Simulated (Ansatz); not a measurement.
Si: response to strain

The parent structure is Si in the diamond structure (space group Fd-3m, No. 227; a = 5.434 Å). Axes: x, y, z lie along the cube axes.

Strains are applied to the cell and any free atomic positions relax; under biaxial strain the out-of-plane vector relaxes too.

All numbers come from PBEsol (Ansatz, a program for electronic structure; PAW; 420 eV plane waves; no spin-orbit coupling).

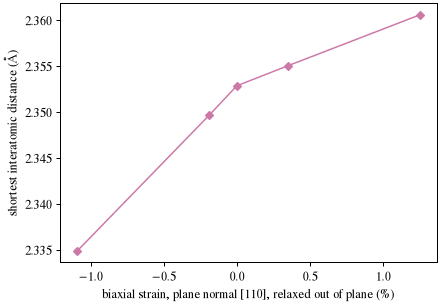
Shortest interatomic distance against biaxial strain, plane normal [110], relaxed out of plane

Task: From the plot, what is the shortest interatomic distance for biaxial strain −1.09 %, plane normal [110], relaxed out of plane?

Result: About 2.335 Å.

Task: Is the trend monotonic over the range shown?

Result: Yes, it rises throughout, spanning 4.412 bohr to 4.461 bohr.

A biaxial case was relaxed in a doubled cell and then solved in the primitive one. Whether these cells are dynamically stable was not tested.
